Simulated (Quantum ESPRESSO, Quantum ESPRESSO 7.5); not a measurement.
# Y(0001), 4 layers: cutoff convergence

Which setting serves for Y(0001), 4 layers? The runs below step through one kind of setting.

Method: plane-wave DFT, PBE, SSSP efficiency pseudopotentials, in Quantum ESPRESSO 7.5.

## Step 1: The structure

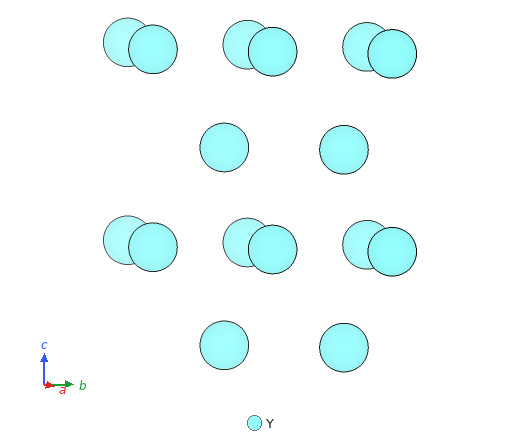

Start, viewed from the side, with the c axis up; yttrium teal. 1×2×1 cells are drawn. Some periodic images of atoms are drawn too.

The cell holds 4 atoms: 4 Y. Its edges and angles: a = 3.650 Å, b = 3.650 Å, c = 24.601 Å, α = 90.0°, β = 90.0°, γ = 60.0°. It derives from Y. Vacuum lies along c.

## Step 2: Ground state: ecutwfc 68 Ry, ecutrho 544 Ry

The first run is the reference of the series.

Input file c0.in:

```
&control
  prefix = 'c0'
  outdir = './out'
  pseudo_dir = './pseudo'
  calculation = 'scf'
  tprnfor = .true.
/
&system
  ibrav = 0
  nat = 4
  ntyp = 1
  ecutwfc = 68
  ecutrho = 544
  occupations = 'smearing'
  smearing = 'mv'
  degauss = 0.02
  assume_isolated = 'esm'
  esm_bc = 'bc1'
/
&electrons
  conv_thr = 1e-07
  mixing_beta = 0.4
  electron_maxstep = 120
  mixing_mode = 'local-TF'
/
ATOMIC_SPECIES
  Y   88.9058  Y_pbe_v1.uspp.F.UPF
CELL_PARAMETERS angstrom
  3.65000000000000 0.00000000000000 0.00000000000000
  1.82500000000000 3.16099272381320 0.00000000000000
  0.00000000000000 0.00000000000000 24.60122500000000
ATOMIC_POSITIONS crystal
  Y   0.666666666700 0.666666666700 -0.174812941225
  Y   0.000000000000 0.000000000000 -0.058270980408
  Y   0.666666666700 0.666666666700 0.058270980408
  Y   0.000000000000 0.000000000000 0.174812941225
K_POINTS automatic
  6 6 1 0 0 0
```

Launch:

```sh
> OMP_NUM_THREADS=1 mpirun -n 4 pw.x -nk 2 -in c0.in > c0.out
```

The program printed:

```text
Program PWSCF v.7.5 starts
[citation notice left out]

     Parallel version (MPI & OpenMP), running on       4 processor cores
     Number of MPI processes:                 4
     Threads/MPI process:                     1

     MPI processes distributed on     1 nodes
[...]
Current dimensions of program PWSCF are:
     Max number of different atomic species (ntypx) = 10
     Max number of k-points (npk) =  40000
     Max angular momentum in pseudopotentials (lmaxx) =  4
     Message from routine setup:
     using ibrav=0 with symmetry is DISCOURAGED, use correct ibrav instead

     K-points division:     npool     =       2
     R & G space division:  proc/nbgrp/npool/nimage =       2
     Subspace diagonalization in iterative solution of the eigenvalue problem:
     a serial algorithm will be used

     Parallelization info
     --------------------
     sticks:   dense  smooth     PW     G-vecs:    dense   smooth      PW
     Min         894     444    126               205336    72424   11320
     Max         895     445    127               205361    72445   11347
     Sum        1789     889    253               410697   144869   22667

     Using Slab Decomposition

     bravais-lattice index     =            0
     lattice parameter (alat)  =       6.8975  a.u.
     unit-cell volume          =    1915.4450 (a.u.)^3
     number of atoms/cell      =            4
     number of atomic types    =            1
     number of electrons       =        44.00
     number of Kohn-Sham states=           26
     kinetic-energy cutoff     =      68.0000  Ry
     charge density cutoff     =     544.0000  Ry
     scf convergence threshold =      1.0E-07
     mixing beta               =       0.4000
     number of iterations used =            8  local-TF  mixing
     Exchange-correlation= SLA  PW   PBE  PBE
                           (   1   4   3   4   0   0   0)

     Effective Screening Medium Method
     =================================
     Boundary Conditions: Vacuum-Slab-Vacuum
     total charge in unit cell        =   0.0000
     grid points for fit at edges     =        4

     celldm(1)=   6.897500  celldm(2)=   0.000000  celldm(3)=   0.000000
     celldm(4)=   0.000000  celldm(5)=   0.000000  celldm(6)=   0.000000

     crystal axes: (cart. coord. in units of alat)
               a(1) = (   1.000000   0.000000   0.000000 )
               a(2) = (   0.500000   0.866025   0.000000 )
               a(3) = (   0.000000   0.000000   6.740062 )

     reciprocal axes: (cart. coord. in units 2 pi/alat)
               b(1) = (  1.000000 -0.577350  0.000000 )
               b(2) = (  0.000000  1.154701  0.000000 )
               b(3) = (  0.000000  0.000000  0.148367 )

     PseudoPot. # 1 for Y  read from file:
     ./pseudo/Y_pbe_v1.uspp.F.UPF
     Pseudo is Ultrasoft + core correction, Zval = 11.0
     Generated by new atomic code, or converted to UPF format
     Using radial grid of  885 points,  6 beta functions with:
                l(1) =   0
                l(2) =   0
                l(3) =   1
                l(4) =   1
                l(5) =   2
                l(6) =   2
     Q(r) pseudized with  6 coefficients,  rinner =    1.200   1.200   1.200
                                                       1.200   1.200

     atomic species   valence    mass     pseudopotential
     Y                11.00    88.90580     Y ( 1.00)

     12 Sym. Ops., with inversion, found ( 6 have fractional translation)

   Cartesian axes

     site n.     atom                  positions (alat units)
         1        Y      tau(   1) = (   1.0000000   0.5773503  -1.1782500  )
         2        Y      tau(   2) = (   0.0000000   0.0000000  -0.3927500  )
         3        Y      tau(   3) = (   1.0000000   0.5773503   0.3927500  )
         4        Y      tau(   4) = (   0.0000000   0.0000000   1.1782500  )

     number of k points=     7  Marzari-Vanderbilt smearing, width (Ry)=  0.0200
                       cart. coord. in units 2pi/alat
        k(    1) = (   0.0000000   0.0000000   0.0000000), wk =   0.0555556
        k(    2) = (   0.0000000   0.1924501   0.0000000), wk =   0.3333333
        k(    3) = (   0.0000000   0.3849002   0.0000000), wk =   0.3333333
        k(    4) = (   0.0000000  -0.5773503   0.0000000), wk =   0.1666667
        k(    5) = (   0.1666667   0.2886751   0.0000000), wk =   0.3333333
        k(    6) = (   0.1666667  -0.6735753   0.0000000), wk =   0.6666667
        k(    7) = (   0.3333333  -0.5773503   0.0000000), wk =   0.1111111

     Dense  grid:   410697 G-vectors     FFT dimensions: (  54,  54, 360)

     Smooth grid:   144869 G-vectors     FFT dimensions: (  45,  45, 250)

     Estimated max dynamical RAM per process >     458.91 MB

     Estimated total dynamical RAM >       1.69 GB

     Initial potential from superposition of free atoms

     starting charge      43.9821, renormalised to      44.0000

     negative rho (up, down):  1.745E-01 0.000E+00
     Starting wfcs are   52 randomized atomic wfcs

     total cpu time spent up to now is        2.4 secs

     per-process dynamical memory:   130.9 Mb

     Self-consistent Calculation

     iteration #  1     ecut=    68.00 Ry     beta= 0.40
     Davidson diagonalization with overlap
     ethr =  1.00E-02,  avg # of iterations =  1.0

     negative rho (up, down):  1.729E-01 0.000E+00

     total cpu time spent up to now is        5.5 secs

     total energy              =    -349.87940933 Ry
     estimated scf accuracy    <       1.84458780 Ry

     iteration #  2     ecut=    68.00 Ry     beta= 0.40
[...]
negative rho (up, down):  1.704E-01 0.000E+00

[...]
total energy              =    -349.73530806 Ry
     estimated scf accuracy    <       1.10681403 Ry

     iteration #  3     ecut=    68.00 Ry     beta= 0.40
[...]
negative rho (up, down):  1.715E-01 0.000E+00

[...]
total energy              =    -349.79011996 Ry
     estimated scf accuracy    <       0.12744941 Ry

     iteration #  4     ecut=    68.00 Ry     beta= 0.40
[...]
c_bands:  1 eigenvalues not converged
[...]
negative rho (up, down):  1.715E-01 0.000E+00

[...]
total energy              =    -349.85094187 Ry
     estimated scf accuracy    <       0.15743684 Ry

     iteration #  5     ecut=    68.00 Ry     beta= 0.40
[...]
negative rho (up, down):  1.724E-01 0.000E+00

[...]
total energy              =    -349.89190205 Ry
     estimated scf accuracy    <       0.07590667 Ry

     iteration #  8     ecut=    68.00 Ry     beta= 0.40
[...]
negative rho (up, down):  1.727E-01 0.000E+00

[...]
total energy              =    -349.88263291 Ry
     estimated scf accuracy    <       0.09347261 Ry

     iteration #  9     ecut=    68.00 Ry     beta= 0.40
[...]
negative rho (up, down):  1.764E-01 0.000E+00

[...]
total energy              =    -349.88526209 Ry
     estimated scf accuracy    <       0.00437407 Ry

     iteration # 10     ecut=    68.00 Ry     beta= 0.40
[...]
c_bands:  1 eigenvalues not converged
     c_bands:  3 eigenvalues not converged
     c_bands:  2 eigenvalues not converged
     c_bands:  3 eigenvalues not converged
[...]
negative rho (up, down):  1.736E-01 0.000E+00

[...]
total energy              =    -349.88869783 Ry
     estimated scf accuracy    <       0.10773907 Ry

     iteration # 11     ecut=    68.00 Ry     beta= 0.40
[...]
c_bands:  1 eigenvalues not converged
[...]
negative rho (up, down):  1.748E-01 0.000E+00

[...]
total energy              =    -349.88733214 Ry
     estimated scf accuracy    <       0.02426406 Ry

     iteration # 12     ecut=    68.00 Ry     beta= 0.40
[...]
negative rho (up, down):  1.742E-01 0.000E+00

[...]
total energy              =    -349.88836508 Ry
     estimated scf accuracy    <       0.00037278 Ry

     iteration # 13     ecut=    68.00 Ry     beta= 0.40
[...]
c_bands:  3 eigenvalues not converged
     c_bands:  5 eigenvalues not converged
     c_bands:  4 eigenvalues not converged
[...]
negative rho (up, down):  1.744E-01 0.000E+00

[...]
total energy              =    -349.88990458 Ry
     estimated scf accuracy    <       0.00346659 Ry

     iteration # 14     ecut=    68.00 Ry     beta= 0.40
[...]
c_bands:  1 eigenvalues not converged
     c_bands:  1 eigenvalues not converged
[...]
negative rho (up, down):  1.743E-01 0.000E+00

[...]
total energy              =    -349.89003748 Ry
     estimated scf accuracy    <       0.00303331 Ry

[...]
iteration # 26     ecut=    68.00 Ry     beta= 0.40
[...]
negative rho (up, down):  1.734E-01 0.000E+00

[...]
total energy              =    -349.88936263 Ry
     estimated scf accuracy    <       0.00002003 Ry

     iteration # 27     ecut=    68.00 Ry     beta= 0.40
[...]
negative rho (up, down):  1.734E-01 0.000E+00

[...]
total energy              =    -349.88935580 Ry
     estimated scf accuracy    <       0.00001169 Ry

     iteration # 28     ecut=    68.00 Ry     beta= 0.40
[...]
negative rho (up, down):  1.735E-01 0.000E+00

[...]
total energy              =    -349.88934135 Ry
     estimated scf accuracy    <       0.00000636 Ry

     iteration # 29     ecut=    68.00 Ry     beta= 0.40
[...]
negative rho (up, down):  1.735E-01 0.000E+00

[...]
total energy              =    -349.88934776 Ry
     estimated scf accuracy    <       0.00000147 Ry

     iteration # 30     ecut=    68.00 Ry     beta= 0.40
[...]
negative rho (up, down):  1.735E-01 0.000E+00

[...]
total energy              =    -349.88935505 Ry
     estimated scf accuracy    <       0.00000123 Ry

     iteration # 31     ecut=    68.00 Ry     beta= 0.40
[...]
negative rho (up, down):  1.735E-01 0.000E+00

[...]
total energy              =    -349.88935447 Ry
     estimated scf accuracy    <       0.00000016 Ry

     iteration # 32     ecut=    68.00 Ry     beta= 0.40
[...]
negative rho (up, down):  1.735E-01 0.000E+00

[...]
total energy              =    -349.88934849 Ry
     estimated scf accuracy    <       0.00000015 Ry

     iteration # 33     ecut=    68.00 Ry     beta= 0.40
[...]
negative rho (up, down):  1.735E-01 0.000E+00

[...]
End of self-consistent calculation

          k = 0.0000 0.0000 0.0000 ( 18033 PWs)   bands (ev):

   -46.4846 -46.4846 -45.9129 -45.8771 -26.5656 -26.5529 -26.2558 -26.2558
   -26.2557 -26.2557 -26.0318 -25.7524 -25.7204 -25.7204 -25.6768 -25.6768
    -7.7027  -7.0957  -6.2239  -5.3998  -3.1863  -3.1469  -2.5753  -2.2611
    -1.7894  -1.7561

          k = 0.0000 0.1925 0.0000 ( 18092 PWs)   bands (ev):

   -46.4761 -46.4761 -45.9023 -45.8708 -26.5457 -26.5383 -26.3510 -26.3488
   -26.2772 -26.2771 -26.0157 -25.8284 -25.7595 -25.7460 -25.7379 -25.6934
    -7.1494  -6.5620  -5.7083  -4.8878  -3.2472  -3.1164  -2.9955  -2.4483
    -2.3868  -2.2877

          k = 0.0000 0.3849 0.0000 ( 18102 PWs)   bands (ev):

   -46.4591 -46.4591 -45.8800 -45.8594 -26.5338 -26.5309 -26.5079 -26.5053
   -26.3197 -26.3195 -26.0310 -25.9939 -25.8659 -25.7949 -25.7645 -25.7282
    -5.8385  -5.4157  -4.8048  -4.2385  -3.6981  -3.5155  -3.3024  -2.9886
    -2.9209  -2.2595

          k = 0.0000-0.5774 0.0000 ( 18142 PWs)   bands (ev):

   -46.4505 -46.4505 -45.8670 -45.8553 -26.6182 -26.6159 -26.4973 -26.4922
   -26.3408 -26.3405 -26.0881 -26.0655 -25.8601 -25.8186 -25.7904 -25.7459
    -4.9754  -4.8976  -4.6801  -4.5240  -3.9245  -3.5664  -3.4122  -2.8372
    -2.7094  -2.0456

          k = 0.1667 0.2887 0.0000 ( 18131 PWs)   bands (ev):

   -46.4634 -46.4634 -45.8858 -45.8620 -26.5180 -26.5175 -26.4680 -26.4662
   -26.3281 -26.3272 -26.0105 -25.9304 -25.8652 -25.7781 -25.7601 -25.7371
    -6.1819  -5.6613  -4.8852  -4.1104  -3.4968  -3.4603  -3.1837  -3.1133
    -3.0131  -2.2837

          k = 0.1667-0.6736 0.0000 ( 18173 PWs)   bands (ev):

   -46.4506 -46.4506 -45.8671 -45.8553 -26.5727 -26.5711 -26.4944 -26.4908
   -26.3900 -26.3891 -26.0509 -26.0245 -25.8902 -25.8443 -25.7931 -25.7716
    -4.8746  -4.6475  -4.3235  -3.9932  -3.7446  -3.4852  -3.3553  -3.0647
    -2.9552  -2.4686

[...]
the Fermi energy is    -3.3091 ev

!    total energy              =    -349.88934798 Ry
     estimated scf accuracy    <       0.00000007 Ry
     smearing contrib. (-TS)   =      -0.00409961 Ry
     internal energy E=F+TS    =    -349.88524837 Ry

     The total energy is F=E-TS. E is the sum of the following terms:
     one-electron contribution =    4088.65511370 Ry
     hartree contribution      =   -2054.88513870 Ry
     xc contribution           =     -87.47277934 Ry
     ewald contribution        =   -2296.18244402 Ry

     convergence has been achieved in  33 iterations

     negative rho (up, down):  1.735E-01 0.000E+00

     Forces acting on atoms (cartesian axes, Ry/au):

     atom    1 type  1   force =     0.00000000    0.00000000    0.00702194
     atom    2 type  1   force =     0.00000000    0.00000000   -0.00748042
     atom    3 type  1   force =     0.00000000    0.00000000    0.00748042
     atom    4 type  1   force =     0.00000000    0.00000000   -0.00702194

     Total force =     0.014510     Total SCF correction =     0.001381

[...]
=------------------------------------------------------------------------------=
   JOB DONE.
=------------------------------------------------------------------------------=
[...]
```

The job ended after 2.4 min (4 MPI ranks of Arm Neoverse V1, shared host; peak memory 1.8 GiB).

Numbers from this step:

| Property | Result |
| --- | --- |
| free energy | -4760.4871 eV |
| Fermi energy | -3.309 eV |
| vacuum line at the lower end of the cell, over the Fermi level | 3.309 eV |
| vacuum line at the upper end of the cell, over the Fermi level | 3.309 eV |

The potential energy, planar mean oscillates, so the rows of the table below give means over windows of 2 Å about each position, cut where the curve ends. Its maxima inside the range that stand out by 2 % of the span (Å: eV): -2.9: 0.955, 0.0: 0.759, 2.9: 0.955. Its minima: -4.3: -20.6, -1.4: -20.2, 1.4: -20.2, 4.3: -20.6.

Electrostatic potential energy of an electron; zero at the Fermi level. Potential energy, planar mean against z; means over each step:

| z (Å) | potential energy, planar mean (eV) |
| --- | --- |
| -12 | 3.31 |
| -10 | 3.31 |
| -8 | 3.26 |
| -6 | 0.891 |
| -4 | -10.5 |
| -2 | -8.92 |
| 0 | -3.09 |
| 2 | -8.92 |
| 4 | -10.5 |
| 6 | 0.891 |
| 8 | 3.26 |
| 10 | 3.31 |
| 12 | 3.31 |

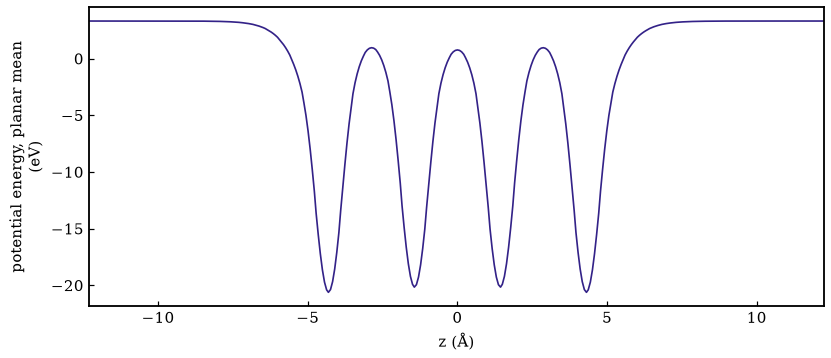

Potential energy, planar mean against z.

The program's own clock; routines nest. Time by routine:

| routine | wall time (s) | calls |
| --- | --- | --- |
| PWSCF | 142.8 | 1 |
| electrons | 139.4 | 1 |
| c_bands | 86.69 | 33 |
| cegterg | 77.3 | 133 |
| h_psi | 64.33 | 1100 |
| fftw | 62.66 | 25152 |
| vloc_psi | 57.6 | 1100 |
| sum_band | 20.16 | 33 |
| mix_rho | 16.65 | 33 |
| ffts | 11.03 | 3395 |
| newd | 8.44 | 34 |
| v_of_rho | 7.41 | 34 |
| calbec | 4.38 | 1248 |
| fft | 4.21 | 451 |

The vacuum levels are read from the outermost 0.7 Å of the cell on either side.

The run needed 33 iterations to bring the estimated error under 1e-07 Ry; the largest force on any atom, held or free, is 0.19 eV/Å.

Inside the slab this potential holds the local part of the pseudopotentials, which can be repulsive at the nuclei; only its value in the vacuum has a meaning of its own.

(Continued in part 2 of 3.)

[Logs are printed without paths, hosts, clocks, repeated set-up lines and the standing remarks that a program may print on its own settings, such as how far it seeks lower states.]

[Hosts, paths, dates, database ids (printed as entryN), source tags and the programs' standing remarks are cut or masked in the printed files.]

[Maps of the electrostatic potential energy from Ansatz leave out the sawtooth potential of an applied field or a dipole correction, so their vacuum need not be flat; planar profiles and work functions include it.]
